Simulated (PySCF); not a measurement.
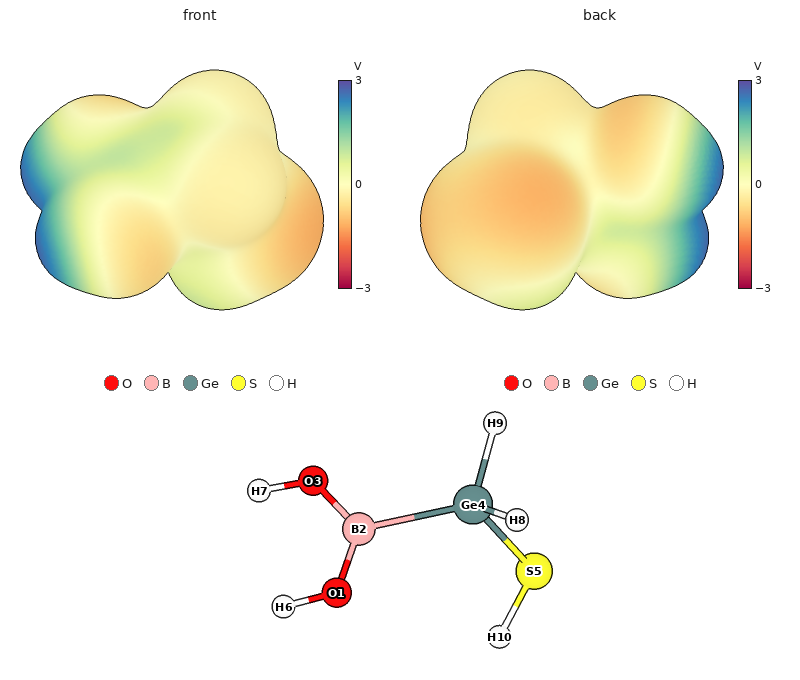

Figure 1: BGeH5O2S. The molecular electrostatic potential painted on the density surface at 0.001 e/bohr³, seen from the front and from behind; red is negative and blue positive. The bare structure is drawn below in the same view.

Geometry: GFN2-xTB.

These are results of PySCF, PBE0/def2-SVPD, SCF density, gas phase, not measurements.

```yaml
atoms:
  - { symbol: O, position_ang: [-0.8585, -1.0037, 1.2082] }
  - { symbol: B, position_ang: [-0.8335, -0.1988, 0.1337] }
  - { symbol: O, position_ang: [-1.7571, -0.1417, -0.8343] }
  - { symbol: Ge, position_ang: [0.7788, 1.0216, -0.0703] }
  - { symbol: S, position_ang: [2.4952, -0.0629, -0.9796] }
  - { symbol: H, position_ang: [-1.5992, -1.6016, 1.3386] }
  - { symbol: H, position_ang: [-2.5238, -0.7196, -0.8016] }
  - { symbol: H, position_ang: [1.3307, 1.6510, 1.1953] }
  - { symbol: H, position_ang: [0.6219, 2.1940, -1.0029] }
  - { symbol: H, position_ang: [2.3545, -1.1335, -0.2097] }
```

> Which sites attract a positive test charge, and which a negative one?

A positive charge is drawn to the negative regions and a negative charge to the positive ones. The most negative region (about −1.1 V) lies over S5, the most positive (about +2.7 V) over H6 and H7.

> How polar is the molecule by this calculation?

Its dipole moment is 5.07 D.
